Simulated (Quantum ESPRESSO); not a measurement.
# Refining one setting for Li2SiSnS4 (I-42m, 8 atoms in the cell)

```
CELL_PARAMETERS angstrom
     -3.23523     3.23523     3.86442
      3.23523    -3.23523     3.86442
      3.23523     3.23523    -3.86442
ATOMIC_POSITIONS crystal
  Li 0.25000 0.75000 0.50000
  Li 0.75000 0.25000 0.50000
  Si 0.50000 0.50000 0.00000
  Sn 0.00000 0.00000 0.00000
  S  0.46631 0.46631 0.61602
  S  0.53369 0.14971 0.00000
  S  0.85029 0.85029 0.38398
  S  0.14971 0.53369 0.00000
```

Level of theory: PBEsol, GBRV 1.5 ultrasoft (PBESOL) pseudopotentials (plane waves; Quantum ESPRESSO 7.5).

The starting cell comes from a database of computed structures (which also holds hypothetical and non-ambient phases and stackings), without a prior relaxation at this level. The shifted mesh does not hold Γ, so a gap read on it misses any band edge there.

Held fixed: ecutwfc = 40 Ry; ecutrho = 200 Ry; occupations = fixed; K_POINTS = automatic 7 7 7 1 1 1; nbnd = 28; mixing_beta = 0.3.

ΔF is the free energy per atom less that of the last row (7.3e-14 Ry).

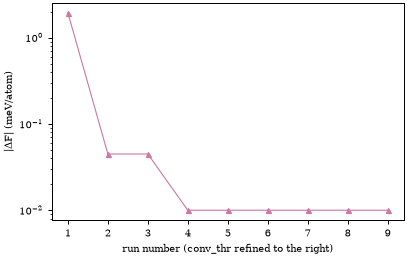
Size of the energy error against the last run of the series; values under 0.01 meV/atom are drawn at 0.01.

```csv
conv_thr,ΔF (meV/atom),pressure (GPa),largest force (eV/Å),gap on the mesh (eV),iterations
0.0073 Ry,1.94,-16.47,0.090,1.853,4
0.00073 Ry,0.04,-2.70,0.042,1.825,7
7.3e-05 Ry,0.04,-2.70,0.042,1.825,7
7.3e-06 Ry,0.00,-1.56,0.054,1.819,8
7.3e-07 Ry,0.00,-2.09,0.052,1.821,10
7.3e-08 Ry,0.00,-2.04,0.052,1.821,12
7.3e-10 Ry,0.00,-2.06,0.052,1.821,16
1e-10 Ry,0.00,-2.06,0.052,1.821,16
7.3e-12 Ry,0.00,-2.06,0.052,1.821,18
7.3e-14 Ry,0.00,-2.06,0.052,1.821,20
```

Pressure within 0.05 GPa of the last row: from conv_thr = 7.3e-07 Ry on; the one before it is off by 0.50 GPa. The value it settles on is -2.06 GPa at this level of theory and with the other settings as held.

Energy within 0.5 meV/atom of the last row: from conv_thr = 0.00073 Ry on; the one before it is off by 1.9 meV/atom.

Gaps are taken between levels on the mesh.
